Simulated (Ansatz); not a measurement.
Three curves of one kind of scan: energy against volume (even scaling of the relaxed cell, symmetry kept). All values below come from r2SCAN (plane waves to 500 eV, PAW, scalar-relativistic; Ansatz, a quantum-chemistry and plane-wave program). Each is measured from its own zero (the relaxed starting cell). 

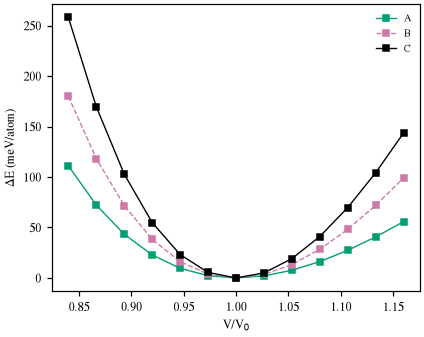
*Curves A, B and C.*

Problem. Which curve belongs to the crystal with a fitted bulk modulus at fixed cell shape of 31.9 GPa and a relaxed volume of 30.07 Å³/atom?

Solution. Curve A, Tl (hcp, Mg type): near the minimum ΔE ≈ ½·B₀·V₀·(V/V₀ − 1)², with B₀·V₀ = 6.0 eV/atom.

Al2Cu is run without spin polarisation. All were relaxed with their symmetry unable to fall. Spin-orbit coupling is left out. The PAW data are Ansatz's earlier set. TiO2 is run without spin polarisation.

(Under strain, the slope of the energy per volume gives the stress and its curvature an elastic modulus.)
